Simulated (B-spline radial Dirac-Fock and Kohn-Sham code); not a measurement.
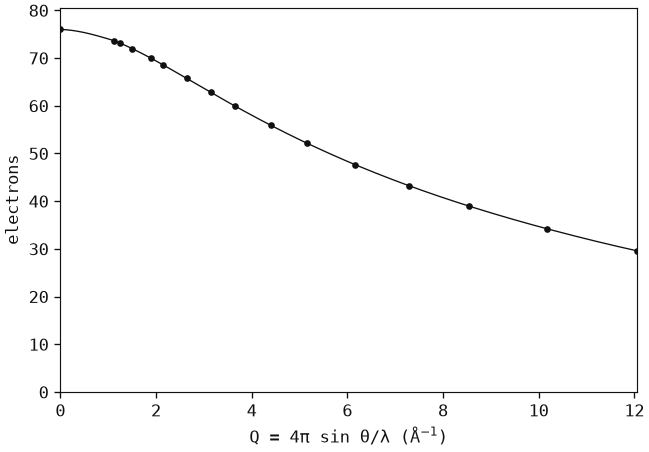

The X-ray form factor f against Q. Species: gold in charge state +3 (Au³⁺) ([Xe] 4f14 5d6 6s2), which is not the ground configuration. Method: the spherical Dirac–Fock density (average of configuration) (computed with a B-spline radial code).

Q: How many electrons does the species have?

A: 76, the value of f at zero angle.

Q: Where has f fallen to half its forward value?

A: Near Q = 8.88 Å⁻¹.

Q: What is f at Q = 12.1 Å⁻¹?

A: 29.6 electrons.
